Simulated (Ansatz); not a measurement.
# Be (P4_2/mnm, 4 atoms in the cell): from the cell to its phonons, part 2 of 2

How does Be (P4_2/mnm, 4 atoms in the cell) vibrate, and is this structure a minimum?

Ansatz 0.2.0; DFT PBEsol, scalar-relativistic, plane waves, norm-conserving pseudopotentials.

So far. Step 3 (Tight relaxation): The largest force component left is 0.13 meV/Å and the pressure is -0.003 GPa, within the tolerances set. The cell now holds 7.98 Å³/atom. The relaxed cell has a = 3.744, c = 2.276 Å (conventional setting).

This is not the structure that Be takes at ambient pressure and room temperature (hexagonal, No. 194); it is a model or a phase of other conditions.

### 4. Zone-centre response

The zone centre comes first: it holds the modes that light can see, as far as symmetry allows. No field response is asked, since the mesh shows no gap.

Contents of input.yaml:

```yaml
crystal:
  lattice:
    - [3.74388236, 0.0, 0.0]
    - [0.0, 3.74388236, 0.0]
    - [0.0, 0.0, 2.2763089883]
  atoms:
    - { symbol: Be, position: [0.2972313811, 0.2972313811, 0.0] }
    - { symbol: Be, position: [0.7027686189, 0.7027686189, 0.0] }
    - { symbol: Be, position: [0.2027686189, 0.7972313811, 0.5] }
    - { symbol: Be, position: [0.7972313811, 0.2027686189, 0.5] }
kpoints:
  mp_grid: { grid: [12, 12, 20] }
hamiltonian:
  xc: pbesol
  pseudopotentials: { kind: nc }
scf:
  occupations: { method: methfessel_paxton, width: 0.2 }
output:
  eigenvalues: true
phonons:
  method: dfpt
```

Launch:

```sh
$ ansatz run input.yaml --threads 4 --pin off --max-ram 7168MiB --backend cpu --events-out ev --progress --plain --runs-dir out
```

Numbers of over 12 decimals in the logs are rounded to 6 here.

The program printed:

```text
zone centre: on kpoints.mp_grid the ground state, and the responses unless they are solved on pairs of k-points, stand on 814 of the mesh's 2880 k-points, reduced under 2 symmetry operations, with k and −k counted as one. Each operation leaves every solved displacement unchanged or reverses it
[...]
Crystal: 4 atoms, lattice volume = 31.906 Å³
Basis set: ecut = 1197.300995 eV, 3025 PW (Γ), exchange–correlation on 96×96×60 points (8 copies of the dense FFT grid, shifted against one another)
Bands: 12, of which v1, the nominal top of the filled ones, is band 8 counted from 1 (7 counted from 0)
Symmetry: 16 space group operations
k-points: 814 of 2880 (irreducible under 2 space group operations, time reversal used)
[...]
SCF iter   1: F=—  HF=-1510.915971 eV  |F-HF|=—  |Δ(HF+E_count)|=         —  Δρ=3.87e-2  dr2=1.08e-1  ethr=3.10e-3  ⟨swp⟩=4.9  Hψ=59966  notcnv=0
[...]
SCF iter   7: F=-1510.884005 eV  HF=-1510.884005 eV  |F-HF|=2.27e-13  |Δ(HF+E_count)|=  5.00e-12  S|Δr|=    0.00e0  Δρ=4.05e-8  dr2=4.91e-13  ethr=1.00e-12  ⟨swp⟩=5.1  Hψ=36990  notcnv=0
SCF 1 converged in 7 iterations: F = -1510.884005 eV  dr2 = 4.91e-13
DFPT response loops at Γ: preconditioner auto → Kerker (q_TF=auto, 2.432 Å⁻¹) (partly filled bands, converged f_vac=0.000); β = 1.00, the filter's whole step (`scf.mixing.beta` (0.50) is not read by the response loops under this deck's `scf.mixing.preconditioner`; to damp them name `kerker` or `kerker_dos`, under which they read `scf.mixing.beta`, and type it under 1.00, their step now; both keys bind the ground state too); Broyden in place of MSR1
SCF converged after 7 iterations
[...]
Free energy (F): -1510.884005 eV
[...]
Internal energy: -1510.884056 eV  (E = F + TS)
E sigma→0 (E₀):  -1510.884018 eV
Entropy (-TS):   0.000050 eV (0.013 meV/atom)
Fermi energy:    8.496730 eV
[...]
--- Band table (eV; the first three rows and the last of 814) ---
  k-point 0: bands = [... 4 lower, -2.6097, 3.5573, 4.1192, 7.5477, 7.5477, 13.3870, 13.3870, 15.9604]
  k-point 1: bands = [... 4 lower, -2.5567, 3.6256, 4.1902, 7.5878, 7.5878, 13.4236, 13.4236, 16.0153]
  k-point 2: bands = [... 4 lower, -2.3976, 3.8304, 4.4031, 7.7063, 7.7063, 13.5334, 13.5334, 14.8546]
  k-point 813: bands = [... 4 lower, 4.7721, 4.7721, 5.1153, 5.1153, 10.3684, 10.3684, 10.3899, 10.3899]
--- Phonons (Γ-DFPT): 2 representative perturbations + reference, on 814 of 2880 k-points (Σ response iterations 8) ---
  k mesh reduced under 2 symmetry operations, with k and −k counted as one. Each operation leaves every solved displacement unchanged or reverses it
  ASR residual: 6.650e-6 → 0.000e0 eV/Å²; symmetrization residual: 5.166e-8 eV/Å²
  ASR residual per site (eV/Å²): 6.65e-6 6.65e-6 6.65e-6 6.65e-6
  Γ frequencies (cm⁻¹): -184.15 0.00 0.00 0.00 477.15 481.62 481.62 596.47 602.45 602.45 615.06 696.88
  non-analytic LO–TO correction: not included (Born effective charges unavailable; polar crystals: no LO–TO splitting at Γ)
```

Run time: 76 s. Hardware: 4 threads of Arm Neoverse V1, shared host; peak memory 3 GiB; 5 min of CPU time.

In the SCF lines HF is the Harris–Foulkes energy and dr2 the Hartree energy of the density residual, in eV; the loop may stop once dr2 is under the threshold and the program's other checks hold. Hψ counts applications of the Hamiltonian.

This step gave:

```yaml
sum_rule_residual_before_enforcement: 6.65e-6 eV/Å²
point_group: 4/mmm
highest_optical_mode_at_the_zone_centre_no_lo_to_term: 696.9 cm⁻¹
lowest_optical_zone_centre_mode: -184.2 cm⁻¹
```

Patterns of degenerate modes are one choice out of their space. Modes at Γ (negative means imaginary):

```
mode  frequency (cm⁻¹)  symmetry
   1            -184.2       B1g
   2               0.0  acoustic
   3               0.0  acoustic
   4               0.0  acoustic
   5             477.1       A1g
   6             481.6        Eg
   7             481.6        Eg
   8             596.5       A2g
   9             602.5        Eu
  10             602.5        Eu
  11             615.1       B1u
  12             696.9       B2g
```

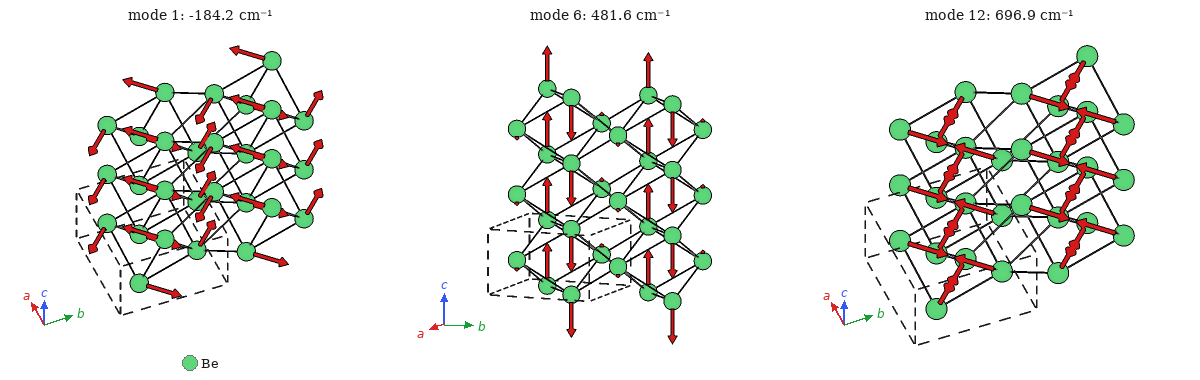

Displacement patterns of modes 1, 6 and 12 at Γ; arrows are exaggerated. 1×2×3 cells are drawn. Some periodic images of atoms are drawn too.

Before it was imposed, the acoustic sum rule was missed by 6.7e-6 eV/Å². Small misses are needed for a sound result but don't prove that mesh and cutoff are converged. The lowest optical mode is imaginary, 184.2i cm⁻¹, so the energy falls along it.

### 5. The dispersion

Stability and thermal properties need the whole zone. Linear response on a 2×2×2 q mesh gives force constants as far as a supercell of that size would.

Edit input.yaml of step 4 so:

```diff
@@ -21 +21,9 @@
   method: dfpt
+  qmesh: [2, 2, 2]
+  temperatures: { t_max: 1000, t_step: 50 }
+  qpath:
+    path:
+      - [[0.0, 0.0, 0.0], [0.0, 0.5, 0.0], [0.5, 0.5, 0.0], [0.0, 0.0, 0.0], [0.0, 0.0, 0.5], [0.0, 0.5, 0.5], [0.5, 0.5, 0.5], [0.0, 0.0, 0.5]]
+      - [[0.0, 0.5, 0.0], [0.0, 0.5, 0.5]]
+      - [[0.5, 0.5, 0.0], [0.5, 0.5, 0.5]]
+    npoints: 10
```

The program printed:

```text
Warning: phonons: the dynamical matrix that this run interpolates holds no multipole term above the dipole-dipole one, and a site of this crystal is no centre of inversion, so its interpolated transverse optical and acoustic branches and sound speeds can stay off near Gamma, and the density of states and the thermodynamics with them. What a run solves at a wave vector of phonons.qpoints, Gamma apart, where the deck admits one, is free of this, and under fd what a larger phonons.supercell samples
[...]
Crystal: 4 atoms, lattice volume = 31.906 Å³
Basis set: ecut = 1197.300995 eV, 3025 PW (Γ), exchange–correlation on 96×96×60 points (8 copies of the dense FFT grid, shifted against one another)
Bands: 12, of which v1, the nominal top of the filled ones, is band 8 counted from 1 (7 counted from 0)
Symmetry: 16 space group operations
k-points: 308 of 2880
[...]
SCF iter   1: F=—  HF=-1510.915971 eV  |F-HF|=—  |Δ(HF+E_count)|=         —  Δρ=3.87e-2  dr2=1.08e-1  ethr=3.10e-3  ⟨swp⟩=4.8  Hψ=22597  notcnv=0
[...]
SCF iter   7: F=-1510.884005 eV  HF=-1510.884005 eV  |F-HF|=4.55e-13  |Δ(HF+E_count)|=  6.82e-12  S|Δr|=    0.00e0  Δρ=4.04e-8  dr2=4.86e-13  ethr=1.00e-12  ⟨swp⟩=5.1  Hψ=13924  notcnv=0
SCF 1 converged in 7 iterations: F = -1510.884005 eV  dr2 = 4.86e-13
[...]
SCF iter   2: F=-1510.884005 eV  HF=-1510.884005 eV  |F-HF|=4.55e-13  |Δ(HF+E_count)|=   8.25e-8  S|Δr|=    0.00e0  Δρ=2.18e-8  dr2=9.75e-14  ethr=1.00e-12  ⟨swp⟩=4.1  Hψ=12482  notcnv=0
SCF 2 converged in 2 iterations: F = -1510.884005 eV  dr2 = 9.75e-14
phonons: the bands overlap, so this run is a metal and interpolates without the dipole-dipole term. If the crystal is really an insulator or semiconductor, its LO-TO splitting is missing
NSCF: frozen V_eff on 308 k-points
WARN: eigensolver did not converge in 2 slots of this pass, the one above among them; of largest residual over every band (k=280): 1 band(s) unlocked (lowest unlocked band 11, counted from 0; max residual 9.64e-6 eV among the unlocked bands, 9.64e-6 eV over every band); of lowest unlocked band (k=53): band 11
[...]
DFPT response loops at q = (0, 0, 0) (fractional): preconditioner auto → Kerker (q_TF=auto, 2.432 Å⁻¹) (partly filled bands, converged f_vac=0.000); β = 1.00, the filter's whole step (`scf.mixing.beta` (0.50) is not read by the response loops under this deck's `scf.mixing.preconditioner`; to damp them name `kerker` or `kerker_dos`, under which they read `scf.mixing.beta`, and type it under 1.00, their step now; both keys bind the ground state too); Broyden in place of MSR1
[...]
SCF converged after 7 iterations
[...]
Free energy (F): -1510.884005 eV
[...]
Internal energy: -1510.884056 eV  (E = F + TS)
E sigma→0 (E₀):  -1510.884018 eV
Entropy (-TS):   0.000050 eV (0.013 meV/atom)
Fermi energy:    8.496730 eV
[...]
--- Band table (eV; the first three rows and the last of 308) ---
  k-point 0: bands = [... 4 lower, -2.6097, 3.5573, 4.1192, 7.5477, 7.5477, 13.3870, 13.3870, 15.9604]
  k-point 1: bands = [... 4 lower, -2.5567, 3.6256, 4.1902, 7.5878, 7.5878, 13.4236, 13.4236, 16.0153]
  k-point 2: bands = [... 4 lower, -2.3976, 3.8304, 4.4031, 7.7063, 7.7063, 13.5334, 13.5334, 14.8546]
  k-point 307: bands = [... 4 lower, 4.7721, 4.7721, 5.1153, 5.1153, 10.3684, 10.3684, 10.3899, 10.3899]
--- Phonons (Γ-DFPT): 2 representative perturbations + reference (Σ response iterations 6) ---
  ASR residual: 7.688e-6 → 0.000e0 eV/Å²; symmetrization residual: 3.074e-8 eV/Å²
  ASR residual per site (eV/Å²): 7.69e-6 7.69e-6 7.69e-6 7.69e-6
[...]
--- Phonons (arbitrary-q DFPT): 6 irreducible q on the 2×2×2 mesh ---
  q = [0.0000, 0.0000, 0.0000] (star 1, of the zone-centre solve; hermiticity 8.43e-9, symmetrization 7.55e-15): -184.15 -0.00 -0.00 0.00 477.15 481.62 481.62 596.47 602.45 602.45 615.06 696.88
  q = [0.0000, 0.0000, -0.5000] (star 1, 2 solved perturbations in 1287 linear systems a pass and spin channel, the states on 814 of 2880 k-point pairs; hermiticity 2.01e-8, symmetrization 4.43e-14, the responses' own estimated error 5.6e-5 eV/Å²): 338.02 338.02 438.74 438.74 449.83 449.83 466.74 466.74 593.07 593.07 665.31 665.31
  q = [0.0000, -0.5000, 0.0000] (star 2, 3 solved perturbations on 814 of 2880 k-point pairs; hermiticity 3.88e-8, symmetrization 5.84e-14, the responses' own estimated error 3.3e-5 eV/Å²): 223.69 223.69 357.72 357.72 450.77 450.77 527.36 527.36 547.93 547.93 657.85 657.85
[...]
sum rule: each row above includes the acoustic sum rule's correction from the zone centre's row sums; it moved no ω² by more than (0.66 cm⁻¹)²
  mesh force constants: q→R imaginary residual 5.13e-18; ASR residual 7.688e-6 → 0.000e0 eV/Å²; symmetrization residual 8.882e-15 eV/Å²
  interpolated dispersion: 93 rows × 12 modes
  density of states and harmonic sums: on the 18×18×28 q-mesh, interpolated from the force constants of a 2×2×2 supercell (no non-analytic term)
  largest difference from the sums on the solved wave vectors: F 5.78e-2 eV, S 9.47e-5 and C_V 3.70e-5 eV/K
  zero-point energy: 0.362816 eV/cell   skipped modes (ω ≤ 0): 75, of them read as no rigid motion or as one in doubt: 72 (7.088e-2 modes/cell left out, lowest -184.15 cm⁻¹)   left out of the sums: 5.93e-3 of the cell's modes: C_V's classical limit lies that fraction below 3 k_B per atom; for a crystal, a wire or a layer, F and S can be off by more, and a phonons.interpolated_qmesh denser along its periods is the remedy for the sampling
```

Wall time 4 min (4 threads); peak memory 3 GiB; 16 min of CPU time.

This step gave:

```yaml
sum_rule_residual_before_enforcement: 7.69e-6 eV/Å²
lowest_mode_on_the_q_mesh_acoustic_modes_at_gamma_apart: -184.2 cm⁻¹
highest_frequency_at_a_solved_wavevector_no_lo_to_term_at_gamma: 704.4 cm⁻¹
```

Frequencies (cm⁻¹) solved at each irreducible wavevector; negative means imaginary. Frequencies by wavevector, by row:

```
q in reciprocal lattice units  star  mode 1  mode 2  mode 3  mode 4  mode 10  mode 11  mode 12
                        0 0 0     1  -184.2       0       0       0    602.5    615.1    696.9
                     0 0 -0.5     1     338     338   438.7   438.7    593.1    665.3    665.3
                     0 -0.5 0     2   223.7   223.7   357.7   357.7    547.9    657.9    657.9
                  0 -0.5 -0.5     2   401.1   401.1   414.5   414.5    639.7    660.8    660.8
                  -0.5 -0.5 0     1   366.5   366.5   424.3   424.3    518.4    647.6    647.6
               -0.5 -0.5 -0.5     1   363.5   363.5   490.9   490.9    642.8    704.4    704.4
```

Symmetry leaves 6 wavevectors to solve. The lowest mode among them, the acoustic zeros apart, lies at Γ and is imaginary, 184.2i cm⁻¹, so the energy falls along it.

### 6. Outcome

| Property | Result |
| --- | --- |
| space group after relaxation (within 0.01 Å) | P4_2/mnm |
| volume per atom | 7.98 Å³ |
| electronic character | no gap on this mesh |
| highest optical mode at the zone centre (no LO-TO term) | 697 cm⁻¹ |
| lowest optical zone-centre mode | -184 cm⁻¹ |
| lowest mode on the q mesh (acoustic modes at Γ apart) | -184 cm⁻¹ |
| imaginary modes on the 2×2×2 q mesh | yes |

Modes are clearly imaginary (beyond 10i cm⁻¹) at 1 of the 6 irreducible wavevectors, most at Γ (184.2i cm⁻¹), so this structure is not a minimum of the energy. The optical modes at Γ span -184 to 697 cm⁻¹ (negative means imaginary). The q mesh is too sparse to interpolate, so only the solved wavevectors are given. With no gap, or one that is small against the smearing, the frequencies hang on the k mesh and the smearing, most of all near Kohn anomalies. A phonon run warned that its eigensolver left some bands unconverged in a pass. These are harmonic frequencies at zero temperature: anharmonic shifts, linewidths and thermal expansion are left out.

[Logs are printed without paths, hosts, clocks, repeated set-up lines and the standing remarks that a program may print on its own settings, such as how far it seeks lower states.]

[Hosts, paths, dates, database ids (printed as entryN), source tags and the programs' standing remarks are cut or masked in the printed files.]
